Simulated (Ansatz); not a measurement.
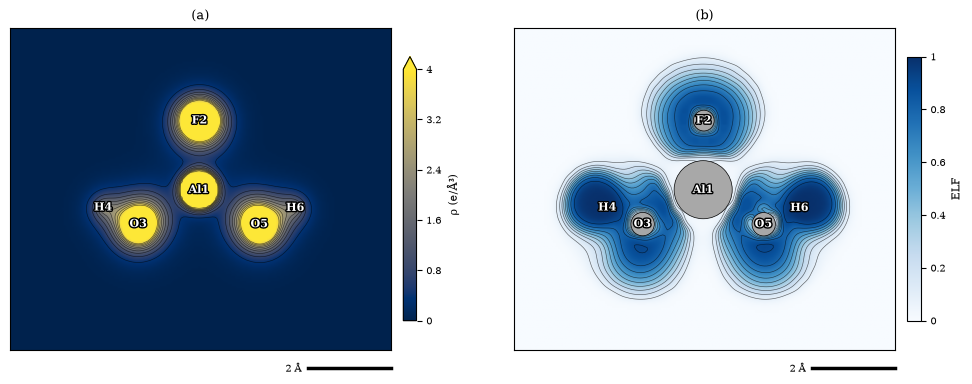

Figure 1: AlFH2O2···PH3. (a) total electron density; (b) electron localisation function on the plane of atoms O3, Al1 and O5. Grey discs cover the atomic cores in the ELF map.

Not at a stationary point (largest force 0.8 eV/Å).

Method: RHF/6-31G* in Ansatz.

```xyz
10

Al    0.0675   -0.3631   -0.1246
F     0.0468   -0.6788    1.5118
O     1.5112   -0.4342   -0.9771
H     2.3539   -0.6472   -0.6094
O    -1.3788   -0.0355   -0.9131
H    -2.2361   -0.0469   -0.5173
P    -0.1007    2.7804    1.3711
H     1.2225    2.9903    1.7922
H     0.2296    2.5401    0.0237
H    -0.1504    1.4274    1.7752
```

Q: What does the map show?

A: Atoms in the plane: Al, F, O and H. Al–F (1.67 Å): the density is about 0.84 e/Å³ at the midpoint; the ELF peaks at about 0.85 in the valence shell of F, 0.6 Å from its nucleus, and is about 0.30 at the midpoint. Al–O (1.68 Å): the density is about 0.88 e/Å³ at the midpoint; the ELF peaks at about 0.90 in the valence shell of O, 0.6 Å from its nucleus, and is about 0.35 at the midpoint. O–H (0.94 Å): the density is about 3.7 e/Å³ at the midpoint; the ELF climbs to about 1 towards the hydrogen, as it does in any bond to H (an ordinary covalent bond to hydrogen). The ELF also peaks beside O3, O5 and F2, away from the bonds: lone-pair regions.
